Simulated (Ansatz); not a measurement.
## Single-point calculation of Mo11P9 (part 2 of 2)

Continued. System: Mo11P9 (disordered cell, 20 atoms in the cell). Method: DFT PBE, scalar-relativistic, plane waves, PAW, no spin polarisation (Ansatz 0.2.0); cutoff 420 eV, 4×4×4 k-mesh, Fermi–Dirac smearing of 0.1784 eV. It belongs to a series of runs on one base structure; here: last frame at 2070 K on a finer mesh.

Geometry of the input (Å; fractional positions):
```
6.0950  -0.0854  0.1793
-0.0854  6.7216  0.1704
0.1793  0.1704  6.7464
Mo 0.7180  0.8418  0.1581
Mo 0.6214  0.4577  0.9034
Mo 0.3127  0.6062  0.1917
Mo 0.5841  0.2145  0.2855
Mo 0.0746  0.3035  0.3531
Mo 0.1871  0.9765  0.0973
Mo 0.3916  0.9066  0.4797
Mo 0.4970  0.1193  0.8659
Mo 0.0629  0.2653  0.7785
Mo 0.6258  0.6400  0.4902
Mo 0.8867  0.9752  0.5211
P  0.2774  0.3255  0.0329
P  0.3112  0.4503  0.5784
P  0.1503  0.9355  0.7653
P  0.8783  0.1625  0.0962
P  0.0133  0.6960  0.3659
P  0.8174  0.5089  0.2196
P  0.0323  0.7142  0.9491
P  0.6945  0.8005  0.8087
P  0.7481  0.3068  0.6113
```

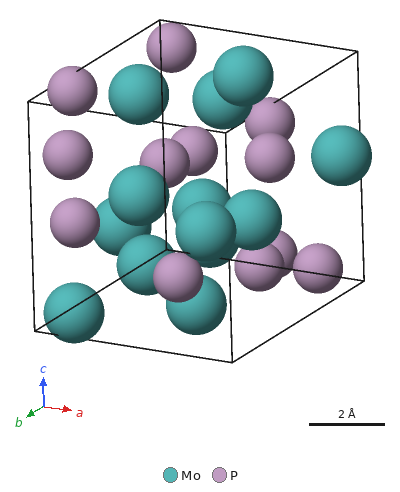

*The structure as given in the input (spheres-only view of the cell of the calculation, seen at an oblique angle). An atom can appear more than once, as a periodic image.*

## Output, continued
```
  k-point 2: bands = ["-42.4355", "-42.3787", "-42.3302", "-42.3130", "-42.2820", "-42.2094", "-42.2036", "-42.1671", "-42.0631", "-42.0131", "-41.9893", "-17.3203", "-17.3056", "-17.1103", "-17.0214", "-16.9570", "-16.8344", "-16.8292", "-16.8020", "-16.7544", "-16.6701", "-16.6439", "-16.5788", "-16.5285", "-16.5146", "-16.4845", "-16.4549", "-16.4524", "-16.3949", "-16.3377", "-16.3086", "-16.3000", "-16.2657", "-16.2355", "-16.1924", "-16.1691", "-16.1466", "-16.1105", "-16.0796", "-16.0362", "-15.9727", "-15.8784", "-15.8121", "-15.5265", "3.3661", "4.2336", "5.7888", "6.4606", "6.9559", "7.2562", "7.4756", "8.2109", "8.6395", "10.9769", "11.1519", "11.3457", "11.7185", "12.0697", "12.0836", "12.2849", "12.3681", "12.6550", "12.8350", "12.9235", "13.2061", "13.3103", "13.6039", "13.8224", "13.9406", "14.3915", "14.4280", "14.5277", "14.7639", "14.8364", "15.0861", "15.1635", "15.3937", "15.5378", "15.6276", "15.6793", "15.9478", "15.9604", "16.0517", "16.1146", "16.2748", "16.4077", "16.5856", "16.6353", "16.8574", "16.8971", "17.0345", "17.2987", "17.5281", "17.5689", "17.7339", "17.8228", "18.1680", "18.2785", "18.3806", "18.6681", "18.7952", "18.8948", "19.0229", "19.1662", "19.4099", "19.5398", "19.6593", "19.8659", "20.1684", "20.3083", "20.4076", "20.5030", "20.6378", "20.7960", "20.9554", "21.0980", "21.2619", "21.3207", "21.4316", "21.6852", "21.7960", "21.9950", "22.1118", "22.2649"]
  k-point 35: bands = ["-42.4302", "-42.3660", "-42.3339", "-42.3210", "-42.2905", "-42.2156", "-42.2057", "-42.1587", "-42.0634", "-42.0124", "-41.9875", "-17.3138", "-17.2980", "-17.0887", "-17.0114", "-16.9510", "-16.8283", "-16.8021", "-16.7869", "-16.7078", "-16.6778", "-16.6417", "-16.6164", "-16.5720", "-16.5301", "-16.5103", "-16.4417", "-16.4203", "-16.4112", "-16.3711", "-16.3478", "-16.3015", "-16.2463", "-16.2373", "-16.2025", "-16.1836", "-16.1312", "-16.0879", "-16.0742", "-16.0327", "-15.9938", "-15.8773", "-15.8139", "-15.5283", "3.5456", "4.3698", "5.7961", "6.5103", "6.7760", "6.9904", "7.2470", "8.0492", "8.5936", "11.0148", "11.1244", "11.5269", "11.9001", "12.1505", "12.2599", "12.3670", "12.5499", "12.7457", "12.9326", "13.0323", "13.2841", "13.5448", "13.6140", "13.7962", "13.9400", "14.0646", "14.3712", "14.5217", "14.5486", "14.6866", "14.9151", "15.0655", "15.2145", "15.3138", "15.5137", "15.6032", "15.7867", "15.8927", "16.1397", "16.2243", "16.3741", "16.4873", "16.6770", "16.7867", "16.8045", "17.0805", "17.0906", "17.1819", "17.4231", "17.6264", "17.9310", "18.1959", "18.3031", "18.4251", "18.6374", "18.7125", "18.9495", "18.9636", "19.1117", "19.3045", "19.4251", "19.5788", "19.7858", "19.8676", "19.9659", "20.0725", "20.2087", "20.3969", "20.5911", "20.7373", "20.8221", "20.9896", "21.0410", "21.1835", "21.4144", "21.7316", "21.9476", "22.0647", "22.1925", "22.2554"]
--- Löwdin populations: 20 sites ---
  site symbol       q [e]
     0     Mo     14.0456
     1     Mo     13.9687
     2     Mo     14.0140
     3     Mo     14.0091
     4     Mo     14.0455
     5     Mo     14.0320
     6     Mo     13.8710
     7     Mo     13.9165
     8     Mo     14.1305
     9     Mo     14.0308
    10     Mo     14.0153
    11      P      4.6730
    12      P      4.8821
    13      P      4.7338
    14      P      4.6918
    15      P      4.7124
    16      P      4.6701
    17      P      4.8359
    18      P      4.8954
    19      P      4.8778
  spilling = 0.009792 (of n_electrons = 199.000000)
```

## File populations.tsv
```
# site	symbol	l	j	q
# orbitals = lowdin
# n_electrons = 199.000000
# spilling = 0.009792
0	Mo	0_4S	-	1.942466
0	Mo	0_5S	-	0.573087
0	Mo	1_4P	-	5.982585
0	Mo	2_4D	-	5.547496
1	Mo	0_4S	-	1.944377
1	Mo	0_5S	-	0.526565
1	Mo	1_4P	-	5.978097
1	Mo	2_4D	-	5.519682
2	Mo	0_4S	-	1.940426
2	Mo	0_5S	-	0.564078
2	Mo	1_4P	-	5.976133
2	Mo	2_4D	-	5.533351
3	Mo	0_4S	-	1.947349
3	Mo	0_5S	-	0.554782
3	Mo	1_4P	-	5.979902
3	Mo	2_4D	-	5.527064
4	Mo	0_4S	-	1.941222
4	Mo	0_5S	-	0.552191
4	Mo	1_4P	-	5.980027
4	Mo	2_4D	-	5.572108
5	Mo	0_4S	-	1.938477
5	Mo	0_5S	-	0.574041
5	Mo	1_4P	-	5.977918
5	Mo	2_4D	-	5.541563
6	Mo	0_4S	-	1.944519
6	Mo	0_5S	-	0.628150
6	Mo	1_4P	-	5.975777
6	Mo	2_4D	-	5.322574
7	Mo	0_4S	-	1.941756
7	Mo	0_5S	-	0.536795
7	Mo	1_4P	-	5.978285
7	Mo	2_4D	-	5.459689
8	Mo	0_4S	-	1.940168
8	Mo	0_5S	-	0.517903
8	Mo	1_4P	-	5.973729
8	Mo	2_4D	-	5.698700
9	Mo	0_4S	-	1.934769
9	Mo	0_5S	-	0.555730
9	Mo	1_4P	-	5.974298
9	Mo	2_4D	-	5.565968
10	Mo	0_4S	-	1.944435
10	Mo	0_5S	-	0.544675
10	Mo	1_4P	-	5.981514
10	Mo	2_4D	-	5.544712
11	P	0_3S	-	1.276567
11	P	1_3P	-	3.396469
12	P	0_3S	-	1.460556
12	P	1_3P	-	3.421509
13	P	0_3S	-	1.293239
13	P	1_3P	-	3.440523
14	P	0_3S	-	1.305657
14	P	1_3P	-	3.386096
15	P	0_3S	-	1.325519
15	P	1_3P	-	3.386904
16	P	0_3S	-	1.315341
16	P	1_3P	-	3.354728
17	P	0_3S	-	1.455437
17	P	1_3P	-	3.380434
18	P	0_3S	-	1.417077
18	P	1_3P	-	3.478364
19	P	0_3S	-	1.367915
19	P	1_3P	-	3.509902
```

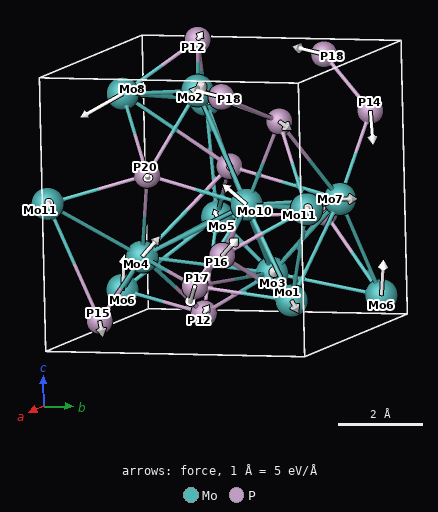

*Forces on the atoms as white arrows (ball-and-stick view of the cell of the calculation, seen slightly off an axis; atoms are numbered from 1 in the order of the input).*

The largest act on Mo8 (6.07 eV/Å); P17 (4.98 eV/Å); Mo6 (4.92 eV/Å); P18 (4.68 eV/Å), among others. The geometry is not a stationary point of this energy.

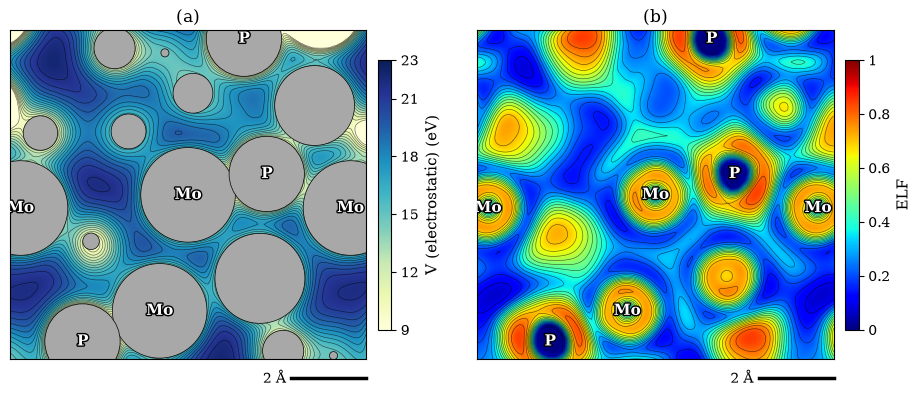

*(a) electrostatic potential (local pseudopotential plus Hartree) felt by an electron; (b) ELF on the (111) plane of the calculation cell. Grey discs, where drawn, cover atomic cores.*

The section cuts through Mo and P sites. Mo–P (2.19 Å): the ELF is about 0.45 at the midpoint. Mo–P (2.23 Å): the ELF is about 0.45 at the midpoint. The strong features right at Mo lie inside the PAW spheres (semicore, d or f shells) and say nothing about bonding. Outside the cores the potential energy rises away from the atoms and is highest about 1.9 Å from the nearest atoms; outside the discs it spans about 13 eV, and its zero is arbitrary. Core electrons are frozen (PAW), so the fields are smoothed inside the atomic spheres.

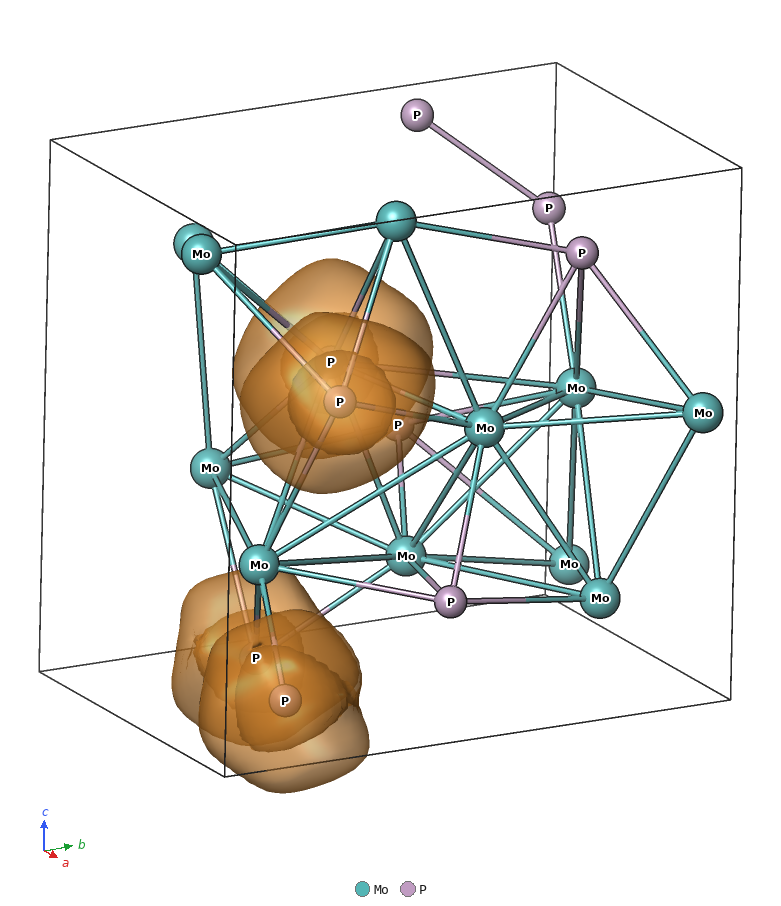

*Isosurface of the electron localisation function at 0.6 (orange), seen slightly off an axis. Only the valence region is drawn (cores and ρ < 0.01 e/Å³ removed). Sticks mark near contacts. The outline is the calculation cell.*

Along the contacts the grid gives the following. P–P (1.98 Å): the ELF peaks at about 0.85 between the atoms (localised, shared-pair bonding). Mo–P (2.19 Å): the ELF is about 0.45 at the midpoint.
